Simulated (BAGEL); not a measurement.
# C2H2Cl2F2 (1,1-dichloro-2,2-difluoroethane): HF/STO-3G (density fitting with cc-pvqz-jkfit)

Aim: the energy change on altering one bond length of C2H2Cl2F2 (1,1-dichloro-2,2-difluoroethane) at HF/STO-3G (density fitting with cc-pvqz-jkfit), from 2 runs. 

The results are computed with BAGEL 1.2.2.

6 further runs of the same task are left out: 6 that didn't finish.

**1. Starting point**

C2H2Cl2F2 has 8 atoms, charge 0, and is taken as a singlet. As SMILES, `FC(F)C(Cl)Cl`. The shape is that of a PBE0-D4/def2-TZVP optimisation. This is one conformer, not always the lowest.

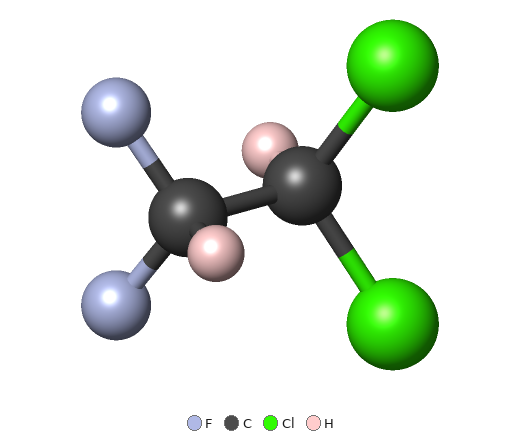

Viewed from a chosen angle; fluorine light blue, carbon dark grey, chlorine green, hydrogen pink.

**2. The energy at HF/STO-3G (density fitting with cc-pvqz-jkfit)**

Contents of job.json:

```json
{ "bagel": [

{
  "title": "molecule",
  "basis": "sto-3g",
  "df_basis": "cc-pvqz-jkfit",
  "angstrom": true,
  "geometry": [
    { "atom": "F", "xyz": [       0.408370,      -1.137320,       1.314790 ] },
    { "atom": "C", "xyz": [       0.672870,      -0.311460,       0.282290 ] },
    { "atom": "F", "xyz": [       1.286580,      -1.040250,      -0.671770 ] },
    { "atom": "C", "xyz": [      -0.639670,       0.230610,      -0.271540 ] },
    { "atom": "Cl", "xyz": [      -0.309580,       1.248420,      -1.669870 ] },
    { "atom": "Cl", "xyz": [      -1.486960,       1.117430,       0.991650 ] },
    { "atom": "H", "xyz": [       1.340900,       0.487530,       0.616660 ] },
    { "atom": "H", "xyz": [      -1.272520,      -0.594960,      -0.592210 ] }
  ]
},

{
  "title": "hf"
},

{
  "title": "print",
  "file": "orbitals.molden",
  "orbitals": true
}

]}
```

Run with:

```sh
$ BAGEL_NUM_THREADS=1 BAGEL job.json > job.out
```

What it wrote:

```text
* using 1 threads per process

  ===============================================================
  ===============================================================

  *** Geometry ***

  { "atom" : "F", "xyz" : [      0.771707,     -2.149223,      2.484593 ] },
  { "atom" : "C", "xyz" : [      1.271540,     -0.588574,      0.533451 ] },
  { "atom" : "F", "xyz" : [      2.431284,     -1.965788,     -1.269461 ] },
  { "atom" : "C", "xyz" : [     -1.208801,      0.435790,     -0.513136 ] },
  { "atom" : "Cl", "xyz" : [     -0.585021,      2.359172,     -3.155597 ] },
  { "atom" : "Cl", "xyz" : [     -2.809947,      2.111637,      1.873947 ] },
  { "atom" : "H", "xyz" : [      2.533934,      0.921298,      1.165319 ] },
  { "atom" : "H", "xyz" : [     -2.404714,     -1.124311,     -1.119115 ] },

  Number of auxiliary basis functions:      822

  Since a DF basis is specified, we compute 2- and 3-index integrals:
    o Being stored without compression. Storage requirement is 0.011 GB

  Number of basis functions:       40
  Number of electrons      :       66

    * METHOD: MOLECULE                             1.61

  *** RHF ***

  === Nuclear Repulsion ===
   380.4948853800

      * DIIS with orbital gradients will be used.

  === RHF iteration (sto-3g) ===
      0      -1180.94021202          0.02164265           0.13
      1      -1181.15744259          0.00829347           0.12
      2      -1181.19066584          0.00120456           0.11
      3      -1181.19210378          0.00029598           0.11
      4      -1181.19218590          0.00004903           0.12
      5      -1181.19218810          0.00000767           0.12
      6      -1181.19218816          0.00000194           0.11
      7      -1181.19218817          0.00000064           0.12
      8      -1181.19218817          0.00000016           0.11
      9      -1181.19218817          0.00000006           0.12
     10      -1181.19218817          0.00000001           0.14
     11      -1181.19218817          0.00000000           0.16
    * SCF iteration converged.

    * Permanent dipole moment:
           (   -0.144765,     0.355068,    -0.046500) a.u.

    * METHOD: HF                                   1.72

    * METHOD: PRINT                                0.01

  ===============================================================
```

Wall time 3.6 s (1 thread of Intel Xeon Platinum 8259CL at 2.50GHz (Skylake/Cascade Lake), shared host); peak memory 0.11 GiB.

**3. The distorted shape at the same level**

Contents of job.json:

```json
{ "bagel" : [

{
  "title" : "molecule",
  "basis" : "sto-3g",
  "df_basis" : "cc-pvqz-jkfit",
  "angstrom" : true,
  "geometry" : [
    { "atom" : "F", "xyz" : [    0.012269,   -2.358669,    2.992755 ] },
    { "atom" : "C", "xyz" : [    0.276769,   -1.532809,    1.960255 ] },
    { "atom" : "F", "xyz" : [    0.890479,   -2.261599,    1.006195 ] },
    { "atom" : "C", "xyz" : [   -1.035771,   -0.990739,    1.406425 ] },
    { "atom" : "Cl", "xyz" : [   -0.309580,    1.248420,   -1.669870 ] },
    { "atom" : "Cl", "xyz" : [   -1.883061,   -0.103919,    2.669615 ] },
    { "atom" : "H", "xyz" : [    0.944799,   -0.733819,    2.294625 ] },
    { "atom" : "H", "xyz" : [   -1.668621,   -1.816309,    1.085755 ] }
  ]
},
{ "title" : "hf" },
{ "title" : "print", "file" : "orbitals.molden", "orbitals" : true }

]}
```

Run with:

```sh
$ BAGEL_NUM_THREADS=1 BAGEL job.json > job.out
```

What it wrote:

```text
* using 1 threads per process

  ===============================================================
  ===============================================================

  *** Geometry ***

  { "atom" : "F", "xyz" : [      0.023185,     -4.457238,      5.655487 ] },
  { "atom" : "C", "xyz" : [      0.523018,     -2.896589,      3.704345 ] },
  { "atom" : "F", "xyz" : [      1.682761,     -4.273803,      1.901433 ] },
  { "atom" : "C", "xyz" : [     -1.957324,     -1.872225,      2.657758 ] },
  { "atom" : "Cl", "xyz" : [     -0.585021,      2.359172,     -3.155597 ] },
  { "atom" : "Cl", "xyz" : [     -3.558470,     -0.196378,      5.044841 ] },
  { "atom" : "H", "xyz" : [      1.785411,     -1.386717,      4.336213 ] },
  { "atom" : "H", "xyz" : [     -3.153237,     -3.432327,      2.051780 ] },

  Number of auxiliary basis functions:      822

  Since a DF basis is specified, we compute 2- and 3-index integrals:
    o Being stored without compression. Storage requirement is 0.011 GB

  Number of basis functions:       40
  Number of electrons      :       66

    * METHOD: MOLECULE                             1.38

  *** RHF ***

  === Nuclear Repulsion ===
   315.0522694233

      * DIIS with orbital gradients will be used.

  === RHF iteration (sto-3g) ===
      0      -1180.52837348          0.02392616           0.15
      1      -1180.24875815          0.02464903           0.11
      2      -1180.77733117          0.01032844           0.12
      3      -1180.81781916          0.00562529           0.12
      4      -1180.43239427          0.01625214           0.11
      5      -1180.46718662          0.01527524           0.12
      6      -1180.47692045          0.01548572           0.12
      7      -1180.51471538          0.01598987           0.10
      8      -1180.40232337          0.01810416           0.10
      9      -1180.44302227          0.02481461           0.11
     10      -1180.74324017          0.01245723           0.12
     11      -1180.81423472          0.00589154           0.12
     12      -1180.60408320          0.01696484           0.11
     13      -1180.63211361          0.01684975           0.12
     14      -1180.54397574          0.01798516           0.10
     15      -1180.55633821          0.01772877           0.10
     16      -1180.81618620          0.00632840           0.10
     17      -1180.83881265          0.00659500           0.10
     18      -1180.78939692          0.01181773           0.12
     19      -1180.89164210          0.00408286           0.12
     20      -1180.89871973          0.00390018           0.11
     21      -1180.90281562          0.00326798           0.12
     22      -1180.90396855          0.00275133           0.13
     23      -1180.90681013          0.00141822           0.10
     24      -1180.90785990          0.00027745           0.11
     25      -1180.90785740          0.00025258           0.10
     26      -1180.90775727          0.00024607           0.10
[... 23 lines of this table left out ...]
     50      -1180.91066003          0.00000024           0.11
     51      -1180.91066003          0.00000018           0.10
     52      -1180.91066003          0.00000017           0.10
     53      -1180.91066003          0.00000015           0.11
     54      -1180.91066003          0.00000013           0.10
     55      -1180.91066003          0.00000012           0.10
     56      -1180.91066003          0.00000008           0.10
     57      -1180.91066003          0.00000007           0.11
     58      -1180.91066003          0.00000005           0.10
     59      -1180.91066003          0.00000002           0.10
     60      -1180.91066003          0.00000002           0.10
     61      -1180.91066003          0.00000001           0.10
     62      -1180.91066003          0.00000001           0.10
    * SCF iteration converged.

    * Permanent dipole moment:
           (    0.306851,     1.453966,    -1.959481) a.u.

    * METHOD: HF                                   7.09

    * METHOD: PRINT                                0.01

  ===============================================================
```

It took 8.7 s on 1 thread of Intel Xeon Platinum 8259CL at 2.50GHz (Skylake/Cascade Lake), shared host; peak memory 0.11 GiB.

**4. What came out**

At HF/STO-3G (density fitting with cc-pvqz-jkfit):

```
                                                          quantity           value
                                         first shape: total energy  -1181.19219 Eh
                                        first shape: dipole moment          0.98 D
                                          first shape: HOMO energy       -10.83 eV
                                          first shape: LUMO energy         8.24 eV
                                        first shape: HOMO–LUMO gap        19.08 eV
                                     distorted shape: total energy  -1180.91066 Eh
                                    distorted shape: dipole moment          6.25 D
                                      distorted shape: HOMO energy        -6.16 eV
                                      distorted shape: LUMO energy        -1.95 eV
                                    distorted shape: HOMO–LUMO gap         4.22 eV
energy change with the C4–Cl5 bond stretched from 1.761 to 3.874 Å        7.661 eV
```

What this shows: One bond (distorted shape) is far stretched, which a spin-restricted single reference describes badly; a broken-symmetry solution may lie lower. With the C4–Cl5 bond stretched from 1.761 to 3.874 Å the energy rises by 7.66 eV (739 kJ/mol). The first shape isn't relaxed at this level, so the change isn't measured from a minimum. A restricted reference can't describe the breaking bond well at this length. The minimal basis adds a large error of its own.
